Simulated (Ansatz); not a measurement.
# C3H9In (trimethylindium (TMIn)): a line through the functionals

The species is C3H9In (13 atoms), meant as a singlet with charge 0. SMILES: `[CH3][In]([CH3])[CH3]`. The shape is that of a PBE0-D4/def2-TZVP optimisation.

The vertical ionisation energy (to the doublet cation) y, in eV, basis def2-SVP with a core potential; a is the functional's share of exact exchange. Programs: Ansatz 0.2.0.

| functional | program | a | y (eV) |
| --- | --- | --- | --- |
| r2SCAN | Ansatz | 0 | 8.73 |
| PBE | Ansatz | 0 | 8.67 |
| B3LYP | Ansatz | 0.2 | 8.85 |
| PBE0 | Ansatz | 0.25 | ? |
| BHLYP | Ansatz | 0.5 | 8.91 |

**Question.** Fit y = c + s·a to the known rows and predict PBE0.

**Answer.** 
1. Means of the 4 rows: a = 0.1750, y = 8.790.
2. Σ(Δa)² = 0.1675, Σ(Δa·Δy) = 0.072, so the slope is 0.072/0.1675 = 0.42985.
3. Intercept: 8.790 − (0.42985) × 0.1750 = 8.715. The largest residual of the fit is 0.049.
4. PBE0: 8.715 + (0.42985) × 0.25 = 8.82 eV.

The run gave 8.90 eV, so the prediction is off by -0.08 eV, more than the largest residual. The rows mix families of semi-local functionals, which the line can't see. Spin-orbit coupling is left out.

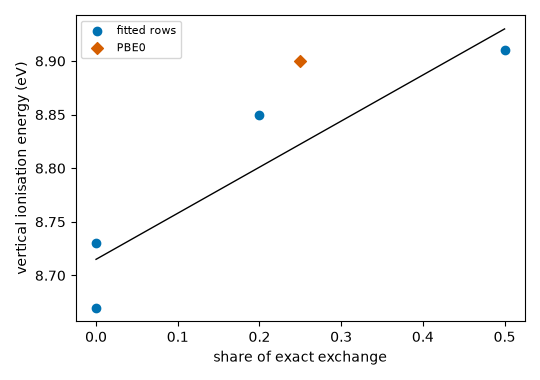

The fitted line, with the withheld row.
